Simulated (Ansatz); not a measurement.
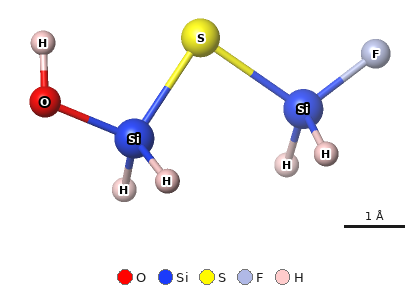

The input geometry (ball-and-stick view, seen at a tilt). Bond lengths as drawn: F–Si 1.60 Å, H–O 1.00 Å, H–Si 1.45 to 1.50 Å, O–Si 1.68 Å and S–Si 2.09 to 2.15 Å.

**Geometry relaxation of Si2H5SOF (part 1 of 3)**

Si2H5SOF, SMILES O[SiH2]S[SiH2]F, computed with RKS PBE-D4/def2-SVP (Ansatz 0.2.0).

The geometry: force-field start. Figures and captions count atoms from 1; the log counts them from 0 in places.

**The program's output**
```
Functional definition: PBE
  name "PBE"
  cite "Perdew, Burke & Ernzerhof, Phys. Rev. Lett. 77, 3865 (1996) doi:10.1103/PhysRevLett.77.3865"
  parent pbe
  parameter kappa = 0.804
  parameter beta = 0.06672455060314922
  exchange = pbe_x(kappa = kappa, mu = beta*pi^2/3)
  correlation = pbe_c(beta = beta)
1178 factors; their error is unknown
mean field evaluation 1: about -31403.2439 eV, gradient 6.0e1 eV
mean field evaluation 2: about -31367.8046 eV, gradient 1.4e2 eV
mean field evaluation 4: about -31409.3982 eV, gradient 1.1e1 eV
mean field evaluation 8: about -31409.5905 eV, gradient 1.4e-1 eV
mean field evaluation 16: about -31409.4993 eV, gradient 1.9e-4 eV
mean field -31409.49932772 eV, -1154.2778101705 hartree, gradient 2.8e-5 eV, S^2 0.000000; 0 other end points of the search recorded, 0 dependent functions left out
the calculation of the forces begins
reference -31409.49936369 eV, -1154.2778114925 hartree; 33, 33 occupied and 74, 74 virtual orbitals, 1178 factors
relax step   1: F+E_penalty+E_count = -31409.76456999 eV  Δ(F+E_penalty+E_count) = +0.000e0 eV  max|allowed force component| = 1.703e0 eV/Å  Δτ_max = 0.0000 Å  (27 SCF iters, accepted)
these checks for a lower state are left out or cut short: starts, cluster_reference, orbital_swaps, neighbouring_geometries, increment
1178 factors; their error is unknown
mean field -31409.68188807 eV, -1154.2845191396 hartree, gradient 1.5e-5 eV, S^2 0.000000; 0 other end points of the search recorded, 0 dependent functions left out
[... from here on the field's lines of each further geometry are left out, up to the last ...]
relax step   2: F+E_penalty+E_count = -31409.93993022 eV  Δ(F+E_penalty+E_count) = -1.754e-1 eV  max|allowed force component| = 6.457e-1 eV/Å  Δτ_max = 0.1528 Å  (28 SCF iters, accepted)
relax step   3: F+E_penalty+E_count = -31409.96662887 eV  Δ(F+E_penalty+E_count) = -2.670e-2 eV  max|allowed force component| = 3.165e-1 eV/Å  Δτ_max = 0.0886 Å  (28 SCF iters, accepted)
relax step   4: F+E_penalty+E_count = -31409.97119794 eV  Δ(F+E_penalty+E_count) = -4.569e-3 eV  max|allowed force component| = 2.532e-1 eV/Å  Δτ_max = 0.0153 Å  (31 SCF iters, accepted)
relax step   5: F+E_penalty+E_count = -31409.97306383 eV  Δ(F+E_penalty+E_count) = -1.866e-3 eV  max|allowed force component| = 2.031e-1 eV/Å  Δτ_max = 0.0432 Å  (29 SCF iters, accepted)
relax step   6: F+E_penalty+E_count = -31409.97489058 eV  Δ(F+E_penalty+E_count) = -1.827e-3 eV  max|allowed force component| = 2.823e-2 eV/Å  Δτ_max = 0.0109 Å  (30 SCF iters, accepted)
relax step   7: F+E_penalty+E_count = -31409.97499193 eV  Δ(F+E_penalty+E_count) = -1.013e-4 eV  max|allowed force component| = 1.276e-2 eV/Å  Δτ_max = 0.0046 Å  (22 SCF iters, accepted)
relax step   8: F+E_penalty+E_count = -31409.97520735 eV  Δ(F+E_penalty+E_count) = -2.154e-4 eV  max|allowed force component| = 3.120e-2 eV/Å  Δτ_max = 0.0160 Å  (30 SCF iters, accepted)
relax step   9: F+E_penalty+E_count = -31409.97571501 eV  Δ(F+E_penalty+E_count) = -5.077e-4 eV  max|allowed force component| = 9.301e-2 eV/Å  Δτ_max = 0.0399 Å  (29 SCF iters, accepted)
relax step  10: F+E_penalty+E_count = -31409.96987246 eV  Δ(F+E_penalty+E_count) = +5.843e-3 eV  max|allowed force component| = 7.621e-1 eV/Å  Δτ_max = 0.1646 Å  (27 SCF iters, rejected (line search))
relax step  11: F+E_penalty+E_count = -31409.97903480 eV  Δ(F+E_penalty+E_count) = -3.320e-3 eV  max|allowed force component| = 6.765e-2 eV/Å  Δτ_max = 0.0616 Å  (28 SCF iters, accepted)
relax step  12: F+E_penalty+E_count = -31409.98198202 eV  Δ(F+E_penalty+E_count) = -2.947e-3 eV  max|allowed force component| = 6.232e-1 eV/Å  Δτ_max = 0.0975 Å  (27 SCF iters, accepted)
relax step  13: F+E_penalty+E_count = -31410.00894518 eV  Δ(F+E_penalty+E_count) = -2.696e-2 eV  max|allowed force component| = 2.082e-1 eV/Å  Δτ_max = 0.1500 Å  (27 SCF iters, accepted)
relax step  14: F+E_penalty+E_count = -31410.02461484 eV  Δ(F+E_penalty+E_count) = -1.567e-2 eV  max|allowed force component| = 8.581e-2 eV/Å  Δτ_max = 0.1294 Å  (28 SCF iters, accepted)
relax step  15: F+E_penalty+E_count = -31410.02224806 eV  Δ(F+E_penalty+E_count) = +2.367e-3 eV  max|allowed force component| = 7.761e-1 eV/Å  Δτ_max = 0.1946 Å  (28 SCF iters, rejected (line search))
relax step  16: F+E_penalty+E_count = -31410.03423776 eV  Δ(F+E_penalty+E_count) = -9.623e-3 eV  max|allowed force component| = 5.424e-2 eV/Å  Δτ_max = 0.0973 Å  (28 SCF iters, accepted)
relax step  17: F+E_penalty+E_count = -31410.04258290 eV  Δ(F+E_penalty+E_count) = -8.345e-3 eV  max|allowed force component| = 1.094e-1 eV/Å  Δτ_max = 0.0966 Å  (28 SCF iters, accepted)
relax step  18: F+E_penalty+E_count = -31410.05144967 eV  Δ(F+E_penalty+E_count) = -8.867e-3 eV  max|allowed force component| = 3.117e-1 eV/Å  Δτ_max = 0.1430 Å  (27 SCF iters, accepted)
relax step  19: F+E_penalty+E_count = -31410.05765500 eV  Δ(F+E_penalty+E_count) = -6.205e-3 eV  max|allowed force component| = 5.062e-1 eV/Å  Δτ_max = 0.1618 Å  (28 SCF iters, accepted)
relax step  20: F+E_penalty+E_count = -31410.07027050 eV  Δ(F+E_penalty+E_count) = -1.262e-2 eV  max|allowed force component| = 4.372e-1 eV/Å  Δτ_max = 0.1272 Å  (28 SCF iters, accepted)
relax step  21: F+E_penalty+E_count = -31410.09769303 eV  Δ(F+E_penalty+E_count) = -2.742e-2 eV  max|allowed force component| = 1.190e-1 eV/Å  Δτ_max = 0.1622 Å  (27 SCF iters, accepted)
relax step  22: F+E_penalty+E_count = -31410.11659751 eV  Δ(F+E_penalty+E_count) = -1.890e-2 eV  max|allowed force component| = 2.390e-1 eV/Å  Δτ_max = 0.1950 Å  (28 SCF iters, accepted)
relax step  23: F+E_penalty+E_count = -31410.12683544 eV  Δ(F+E_penalty+E_count) = -1.024e-2 eV  max|allowed force component| = 3.761e-1 eV/Å  Δτ_max = 0.1928 Å  (34 SCF iters, accepted)
relax step  24: F+E_penalty+E_count = -31410.14345788 eV  Δ(F+E_penalty+E_count) = -1.662e-2 eV  max|allowed force component| = 2.431e-1 eV/Å  Δτ_max = 0.0792 Å  (28 SCF iters, accepted)
relax step  25: F+E_penalty+E_count = -31410.15507859 eV  Δ(F+E_penalty+E_count) = -1.162e-2 eV  max|allowed force component| = 1.886e-1 eV/Å  Δτ_max = 0.1598 Å  (27 SCF iters, accepted)
relax step  26: F+E_penalty+E_count = -31410.15867589 eV  Δ(F+E_penalty+E_count) = -3.597e-3 eV  max|allowed force component| = 1.392e-1 eV/Å  Δτ_max = 0.0352 Å  (28 SCF iters, accepted)
relax step  27: F+E_penalty+E_count = -31410.16557766 eV  Δ(F+E_penalty+E_count) = -6.902e-3 eV  max|allowed force component| = 2.455e-1 eV/Å  Δτ_max = 0.1951 Å  (28 SCF iters, accepted)
relax step  28: F+E_penalty+E_count = -31410.17149732 eV  Δ(F+E_penalty+E_count) = -5.920e-3 eV  max|allowed force component| = 2.343e-1 eV/Å  Δτ_max = 0.0710 Å  (28 SCF iters, accepted)
relax step  29: F+E_penalty+E_count = -31410.17699262 eV  Δ(F+E_penalty+E_count) = -5.495e-3 eV  max|allowed force component| = 1.640e-1 eV/Å  Δτ_max = 0.0543 Å  (28 SCF iters, accepted)
relax step  30: F+E_penalty+E_count = -31410.18471943 eV  Δ(F+E_penalty+E_count) = -7.727e-3 eV  max|allowed force component| = 4.978e-1 eV/Å  Δτ_max = 0.1717 Å  (28 SCF iters, accepted)
relax step  31: F+E_penalty+E_count = -31410.19050144 eV  Δ(F+E_penalty+E_count) = -5.782e-3 eV  max|allowed force component| = 4.291e-1 eV/Å  Δτ_max = 0.0863 Å  (28 SCF iters, accepted)
relax step  32: F+E_penalty+E_count = -31410.19409458 eV  Δ(F+E_penalty+E_count) = -3.593e-3 eV  max|allowed force component| = 4.178e-1 eV/Å  Δτ_max = 0.1909 Å  (34 SCF iters, accepted)
relax step  33: F+E_penalty+E_count = -31410.20284113 eV  Δ(F+E_penalty+E_count) = -8.747e-3 eV  max|allowed force component| = 3.993e-1 eV/Å  Δτ_max = 0.0836 Å  (28 SCF iters, accepted)
relax step  34: F+E_penalty+E_count = -31410.21286899 eV  Δ(F+E_penalty+E_count) = -1.003e-2 eV  max|allowed force component| = 1.142e-1 eV/Å  Δτ_max = 0.1570 Å  (29 SCF iters, accepted)
relax step  35: F+E_penalty+E_count = -31410.22059060 eV  Δ(F+E_penalty+E_count) = -7.722e-3 eV  max|allowed force component| = 1.724e-1 eV/Å  Δτ_max = 0.0765 Å  (28 SCF iters, accepted)
relax step  36: F+E_penalty+E_count = -31410.22748248 eV  Δ(F+E_penalty+E_count) = -6.892e-3 eV  max|allowed force component| = 4.522e-1 eV/Å  Δτ_max = 0.1987 Å  (34 SCF iters, accepted)
relax step  37: F+E_penalty+E_count = -31410.23827244 eV  Δ(F+E_penalty+E_count) = -1.079e-2 eV  max|allowed force component| = 3.492e-1 eV/Å  Δτ_max = 0.0732 Å  (28 SCF iters, accepted)
relax step  38: F+E_penalty+E_count = -31410.25990865 eV  Δ(F+E_penalty+E_count) = -2.164e-2 eV  max|allowed force component| = 2.047e-1 eV/Å  Δτ_max = 0.1977 Å  (27 SCF iters, accepted)
relax step  39: F+E_penalty+E_count = -31410.28139404 eV  Δ(F+E_penalty+E_count) = -2.149e-2 eV  max|allowed force component| = 2.252e-1 eV/Å  Δτ_max = 0.1969 Å  (29 SCF iters, accepted)
relax step  40: F+E_penalty+E_count = -31410.29574939 eV  Δ(F+E_penalty+E_count) = -1.436e-2 eV  max|allowed force component| = 3.053e-1 eV/Å  Δτ_max = 0.1950 Å  (28 SCF iters, accepted)
relax step  41: F+E_penalty+E_count = -31410.28835949 eV  Δ(F+E_penalty+E_count) = +7.390e-3 eV  max|allowed force component| = 5.517e-1 eV/Å  Δτ_max = 0.1962 Å  (28 SCF iters, rejected (line search))
relax step  42: F+E_penalty+E_count = -31410.31523907 eV  Δ(F+E_penalty+E_count) = -1.949e-2 eV  max|allowed force component| = 9.396e-2 eV/Å  Δτ_max = 0.0962 Å  (28 SCF iters, accepted)
relax step  43: F+E_penalty+E_count = -31410.31991105 eV  Δ(F+E_penalty+E_count) = -4.672e-3 eV  max|allowed force component| = 3.066e-2 eV/Å  Δτ_max = 0.0881 Å  (28 SCF iters, accepted)
relax step  44: F+E_penalty+E_count = -31410.31967437 eV  Δ(F+E_penalty+E_count) = +2.367e-4 eV  max|allowed force component| = 6.125e-2 eV/Å  Δτ_max = 0.0232 Å  (29 SCF iters, rejected (line search))
relax step  45: F+E_penalty+E_count = -31410.32040528 eV  Δ(F+E_penalty+E_count) = -4.942e-4 eV  max|allowed force component| = 1.258e-2 eV/Å  Δτ_max = 0.0113 Å  (31 SCF iters, accepted)
relax step  46: F+E_penalty+E_count = -31410.32071472 eV  Δ(F+E_penalty+E_count) = -3.094e-4 eV  max|allowed force component| = 3.497e-2 eV/Å  Δτ_max = 0.0324 Å  (29 SCF iters, accepted)
the calculation of the forces begins
reference -31410.04251674 eV, -1154.2977719988 hartree; 33, 33 occupied and 74, 74 virtual orbitals, 1178 factors
relax step  47: F+E_penalty+E_count = -31410.32078176 eV  Δ(F+E_penalty+E_count) = -6.704e-5 eV  max|allowed force component| = 2.330e-2 eV/Å  Δτ_max = 0.0042 Å  (23 SCF iters, accepted)
1178 factors; their error is unknown
mean field evaluation 352: about -31410.1347 eV, gradient 7.6e-2 eV
```

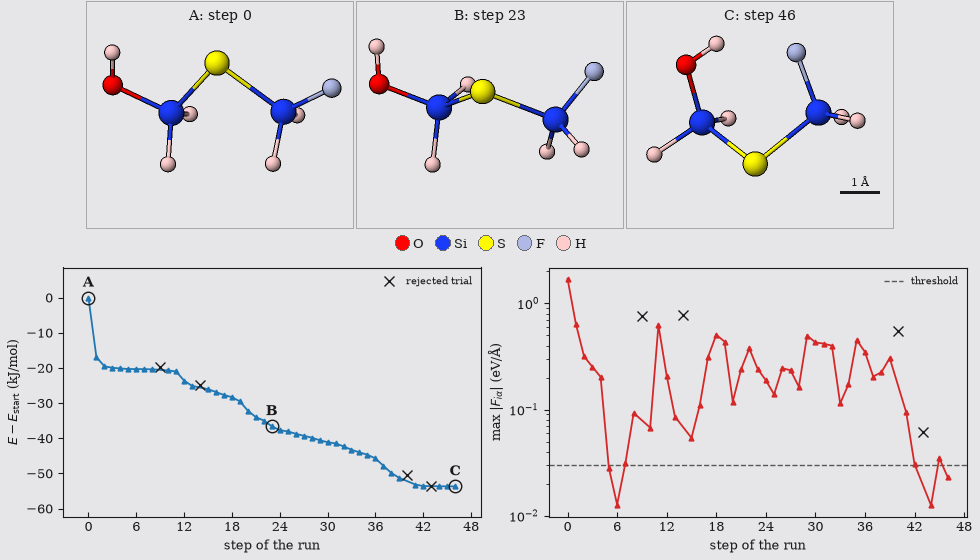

Frames of the relaxation (ball-and-stick view, seen at a tilt) above the curves, on which the letters mark them (the first geometry is step 0 here and step 1 in the log).

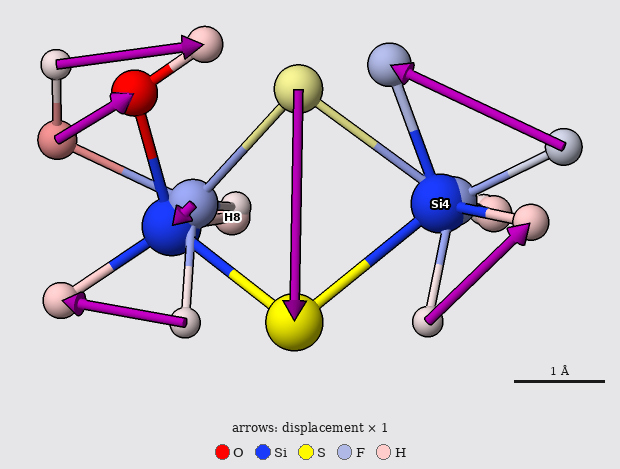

Start (faint) and end (solid) with the displacements as pink arrows, at true length (ball-and-stick view, seen at a tilt). The two geometries are laid on each other by the best rigid fit. After 46 geometry steps the energy has fallen by 53.7 kJ/mol. The largest force component goes from 1.7 to 0.023 eV/Å. The line search rejected the trial steps at points 9, 14, 40, 43 (counted from 0) and went back. The atom that moves furthest after the best rigid fit is S3 (2.62 Å). Largest moves by element: S 2.62 Å, F 2.26 Å, H 1.71 Å, O 1.13 Å, Si 0.35 Å. Among the contacts that change: Si2–S3 2.093 → 2.192 Å, Si4–F5 1.597 → 1.660 Å, Si2–H7 1.451 → 1.493 Å, Si2–H8 1.475 → 1.506 Å. Among the angles that change: O1–Si2–S3 103.8° → 111.7°, S3–Si2–H7 112.4° → 105.8°, O1–Si2–H8 108.3° → 112.3°. (Atoms are counted from 1 in the order of the input.)

```
mean field -31410.04248093 eV, -1154.2977706827 hartree, gradient 9.2e-6 eV, S^2 0.000000; 1 other end points of the search recorded, 0 dependent functions left out
the calculation of the forces begins
reference -31410.04251674 eV, -1154.2977719988 hartree; 33, 33 occupied and 74, 74 virtual orbitals, 1178 factors
Total energy: -31410.32081757 eV, -1154.3079993655 hartree
Atom 0 at    -2.060343     0.536200     0.015207 Å, force     0.023305    -0.000585    -0.006425 eV/Å
Atom 1 at    -1.238102    -0.906905    -0.145519 Å, force    -0.004826     0.000430    -0.000013 eV/Å
Atom 2 at     0.457111    -1.033665     1.237799 Å, force    -0.000996     0.000248    -0.003040 eV/Å
Atom 3 at     1.596534     0.486334     0.264150 Å, force     0.007988    -0.008200    -0.000765 eV/Å
Atom 4 at     0.582228     1.759360    -0.064102 Å, force    -0.007996     0.007113    -0.001082 eV/Å
Atom 5 at    -1.468517     1.309513    -0.085126 Å, force    -0.015790    -0.000223     0.003352 eV/Å
Atom 6 at    -2.165753    -2.009087     0.246237 Å, force     0.000579     0.001297     0.000962 eV/Å
Atom 7 at    -0.685750    -1.099000    -1.533246 Å, force    -0.002537    -0.000000     0.003677 eV/Å
Atom 8 at     2.137529     0.065300    -1.068405 Å, force    -0.000441    -0.000340     0.000451 eV/Å
Atom 9 at     2.670262     0.952550     1.196305 Å, force     0.000713     0.000260     0.002883 eV/Å
Dipole moment:     0.297136     0.006543    -0.156227 e Å
```

**Trajectory as extended XYZ (Å, eV, eV/Å), 47 frames, from step=1 to step=47**
```
10
Properties=species:S:1:pos:R:3:forces:R:3 step=1 energy=-31409.76457
O    -2.7476   -0.3324    0.1844   -0.2281   0.8084   0.4436
Si   -1.1076   -0.5576   -0.1176   -1.7026   0.0615  -0.3286
S    -0.2282    1.2163    0.5612    0.8644   0.9602   0.3835
Si    1.7313    0.5009    0.0394   -0.6371  -0.3975  -0.5889
F     2.8317    1.5920    0.4238    0.8248   0.9487   0.3684
H    -2.9390    0.5505    0.6038    0.1371  -0.9610  -0.4441
H    -0.6391   -1.7213    0.6113    0.4379  -0.7992   0.3900
H    -0.9193   -0.7007   -1.5736    0.2235  -0.2016  -0.4665
H     1.8157    0.2561   -1.4352   -0.0210   0.0211  -0.0769
H     2.0273   -0.7432    0.7658    0.1010  -0.4406   0.3193
10
Properties=species:S:1:pos:R:3:forces:R:3 step=2 energy=-31409.93993
O    -2.8849   -0.3499    0.2030    0.3488   0.4500   0.1393
Si   -1.2447   -0.5479   -0.1199   -0.1159  -0.0251  -0.0943
S    -0.1202    1.1934    0.5397   -0.0830   0.1861   0.0618
Si    1.8652    0.5184    0.0292   -0.6457  -0.5375  -0.2888
F     2.9194    1.6645    0.4511    0.3520   0.4943   0.1893
H    -3.0876    0.5163    0.6126   -0.0766  -0.2478  -0.1010
H    -0.7237   -1.7416    0.5962    0.0601  -0.2542   0.1552
H    -1.0225   -0.7544   -1.5853   -0.0335   0.0127  -0.1298
H     1.9549    0.2919   -1.4516    0.0777   0.0175   0.0096
H     2.1693   -0.7301    0.7883    0.1159  -0.0960   0.0587
10
Properties=species:S:1:pos:R:3:forces:R:3 step=3 energy=-31409.96663
O    -2.8610   -0.3032    0.2199    0.3080   0.0520  -0.0240
Si   -1.2383   -0.5775   -0.1328   -0.1818   0.1278   0.0749
S    -0.1348    1.1868    0.5350   -0.0237  -0.1751  -0.0852
Si    1.8468    0.5043    0.0246   -0.3165  -0.1193  -0.0291
F     2.8443    1.7049    0.4749    0.2402   0.1831   0.0617
H    -3.0273    0.5672    0.6258   -0.0586  -0.0667  -0.0216
H    -0.7370   -1.7941    0.5922   -0.0142  -0.0129   0.0037
H    -1.0392   -0.7819   -1.6095   -0.0235   0.0077   0.0179
H     1.9748    0.2925   -1.4560    0.0363  -0.0072   0.0217
H     2.1971   -0.7386    0.7893    0.0339   0.0106  -0.0201
10
Properties=species:S:1:pos:R:3:forces:R:3 step=4 energy=-31409.97120
O    -2.8615   -0.3028    0.2199    0.2532   0.0240  -0.0226
Si   -1.2416   -0.5787   -0.1320   -0.1571   0.0290   0.0380
S    -0.1395    1.1821    0.5320    0.0133  -0.0842  -0.0411
Si    1.8448    0.5106    0.0274   -0.0970  -0.0665  -0.0148
F     2.8594    1.7065    0.4733    0.0679   0.0706   0.0273
H    -3.0322    0.5660    0.6249   -0.0667  -0.0211   0.0000
H    -0.7451   -1.7997    0.5922   -0.0131   0.0168  -0.0088
H    -1.0478   -0.7819   -1.6092   -0.0107   0.0046   0.0166
H     1.9835    0.2923   -1.4506    0.0063   0.0104   0.0011
H     2.2053   -0.7339    0.7852    0.0040   0.0164   0.0043
10
Properties=species:S:1:pos:R:3:forces:R:3 step=5 energy=-31409.97306
O    -2.8466   -0.2963    0.2355    0.0508  -0.2031  -0.0930
Si   -1.2408   -0.5749   -0.1394   -0.1237   0.1254   0.0619
S    -0.1326    1.1797    0.5190    0.0494  -0.0672  -0.0362
Si    1.8532    0.5052    0.0298   -0.1055  -0.0311  -0.0228
F     2.8548    1.7137    0.4690    0.1025   0.0860   0.0290
H    -3.0727    0.5564    0.6366    0.0142   0.1317   0.0517
H    -0.7447   -1.7990    0.5723    0.0145  -0.0318   0.0168
H    -1.0693   -0.7723   -1.6177   -0.0047  -0.0013  -0.0253
H     2.0034    0.2737   -1.4454   -0.0001   0.0009   0.0053
H     2.2204   -0.7257    0.8036    0.0027  -0.0095   0.0124
```
